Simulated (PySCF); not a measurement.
# SiH2Br− (SMILES [SiH2-]Br) at 3 levels

Aim: a comparison of 3 runs (PBE/STO-6G, SVWN5/STO-6G, CCSDTQ/STO-6G) of SiH2Br−. Input form: a Python script.

The calculation is run with PySCF 2.14.0.

## Step 1: The molecule

The species is SiH2Br− (4 atoms), meant as a singlet with charge -1. SMILES: `[SiH2-]Br`. The coordinates come from a GFN2-xTB relaxation.

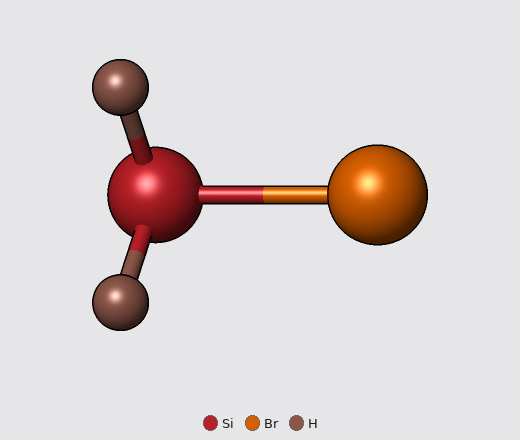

The structure, seen from a chosen angle (silicon red, bromine orange, hydrogen brown).

## Step 2: A single-point energy at PBE/STO-6G (run 1)

Contents of run.py:

```python
from pyscf import gto, dft

molecule = gto.Mole()
molecule.atom = '''
Si    -0.362752    -0.648195    -1.170515
Br     3.189310    -0.512796     1.721673
H     -2.286380    -1.001536     0.871901
H     -0.540178     2.162527    -1.423077
'''
molecule.charge = -1
molecule.max_memory = 1860
molecule.verbose = 4
molecule.unit = 'bohr'
molecule.basis = 'sto-6g'
molecule.spin = 0
molecule.build()

mf = dft.RKS(molecule, xc='pbe')
mf.grids.level = 5
mf.conv_tol = 1e-10
mf.kernel()
if not mf.converged:
    mf = mf.newton().run(mf.mo_coeff, mf.mo_occ)

e_final = mf.e_tot
print('E = %.10f Eh' % e_final)
```

On the command line:

```bash
$ OMP_NUM_THREADS=1 python run.py
```

Output:

```text
PySCF version 2.14.0

[... 71 lines left out ...]
converged SCF energy = -2849.96348687726
E = -2849.9634868773 Eh
```

Run time: 4.5 s. Hardware: 1 thread of Arm Neoverse V1, shared host; peak memory 0.24 GiB.

## Step 3: A single-point energy at SVWN5/STO-6G (run 2)

Contents of calc.py:

```python
from pyscf import gto, dft

mol = gto.Mole()
mol.atom = 'Si -0.191960 -0.343010 -0.619410; Br 1.687710 -0.271360 0.911070; H -1.209900 -0.529990 0.461390; H -0.285850 1.144360 -0.753060'
mol.verbose = 4
mol.charge = -1
mol.basis = 'sto-6g'
mol.max_memory = 1860
mol.build()

mf = dft.RKS(mol)
mf.xc = 'svwn'
mf.conv_tol = 1e-10
mf.grids.level = 5
mf.kernel()
if not mf.converged:
    mf = mf.newton().run(mf.mo_coeff, mf.mo_occ)

e_tot = mf.e_tot
print('Final energy', e_tot)
```

On the command line:

```bash
$ OMP_NUM_THREADS=1 python calc.py
```

Output:

```text
PySCF version 2.14.0

[... 70 lines left out ...]
converged SCF energy = -2845.49938944555
Final energy -2845.499389445553
```

Wall time 3.3 s (1 thread of Arm Neoverse V1, shared host); peak memory 0.14 GiB.

## Step 4: The energy at CCSDTQ/STO-6G (run 3)

Contents of input.py:

```python
# [SiH2-]Br
from pyscf import gto, cc

molecule = gto.Mole()
molecule.atom = 'Si -0.191960 -0.343010 -0.619410; Br 1.687710 -0.271360 0.911070; H -1.209900 -0.529990 0.461390; H -0.285850 1.144360 -0.753060'
molecule.charge = -1
molecule.basis = 'sto-6g'
molecule.max_memory = 1860
molecule.verbose = 3
molecule.build()

calc0 = molecule.RHF()
calc0.conv_tol = 1e-10
calc0.kernel()
if not calc0.converged:
    calc0 = calc0.newton().run(calc0.mo_coeff, calc0.mo_occ)

mycc = cc.CCSDTQ(calc0, frozen=14)
mycc.kernel()
e_tot = mycc.e_tot
print('Final energy', e_tot)
```

On the command line:

```bash
$ OMP_NUM_THREADS=1 python input.py
```

Output:

```text
converged SCF energy = -2848.56484128455
_make_eris_incore_RCCSDTQ
RCCSDTQ converged
E(RCCSDTQ) = -2848.614501987934   E_corr = -0.0496607033883733
E_corr(same-spin) = -0.000574909711961421
E_corr(oppo-spin) = -0.0490857936764119
Final energy -2848.6145019879336
```

Run time: 14 s. Hardware: 1 thread of Arm Neoverse V1, shared host; peak memory 0.16 GiB.

## Step 5: The series

```csv
run,level,integration grid,frozen core orbitals,energy (Eh),HOMO energy (eV),LUMO energy (eV),HOMO–LUMO gap (eV),wall time
1,PBE/STO-6G,5,–,-2849.963487,6.11,11.15,5.04,4.5 s
2,SVWN5/STO-6G,5,–,-2845.499389,6.26,11.05,4.79,3.3 s
3,CCSDTQ/STO-6G,–,14,-2848.614502,1.70,16.58,14.88,14 s
```

## Step 6: Summary of results

| quantity | value |
| --- | --- |
| run 3: total energy | -2848.61450 Eh |
| run 3: HOMO energy (Hartree–Fock orbitals) | 1.70 eV |
| run 3: LUMO energy (Hartree–Fock orbitals) | 16.58 eV |
| run 3: HOMO–LUMO gap (to an unbound level, set by the basis) | 14.88 eV |
| run 3: correlation energy (14 core orbitals frozen) | -49.7 mEh |
| run 3: T1 diagnostic | 0.005 |

**Reading.** Totals of different functionals can't be ranked against each other. In runs 1, 2, 3 the HOMO lies above zero, so the outermost electron may be held by the basis alone. In runs 1, 2, 3 the basis is minimal, so the values are rough. All runs together took 22 s, the longest 14 s.
